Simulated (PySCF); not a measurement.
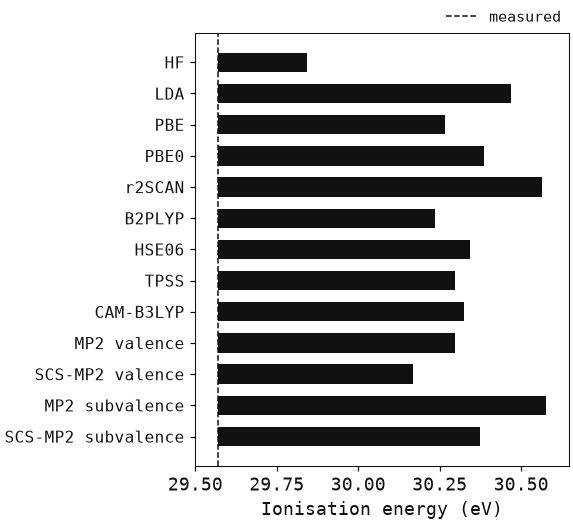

The ionisation energy of I²⁺ ([Kr] 4d¹⁰ 5s² 5p³ → [Kr] 4d¹⁰ 5s² 5p²) across levels of theory. PySCF, aug-cc-pwCVTZ-PP with a 28-electron core potential, unrestricted single determinants, no spin-orbit coupling. Methods marked “valence” freeze 18 core electrons; methods marked “subvalence” freeze no core electrons.

**Which methods come out highest, lowest and best?**

The values run from 29.841 eV (HF) to 30.575 eV (MP2 subvalence). The measured value is 29.570 ± 0.03 eV; nearest to it come HF (+0.271) and SCS-MP2 valence (+0.596), furthest MP2 subvalence (+1.005 eV).

```tsv
Method	Ionisation energy (eV)
HF	29.841
LDA	30.469
PBE	30.267
PBE0	30.384
r2SCAN	30.563
B2PLYP	30.234
HSE06	30.344
TPSS	30.297
CAM-B3LYP	30.325
MP2 valence	30.296
SCS-MP2 valence	30.166
MP2 subvalence	30.575
SCS-MP2 subvalence	30.373
```

Caveat: spin-orbit shift not estimated.
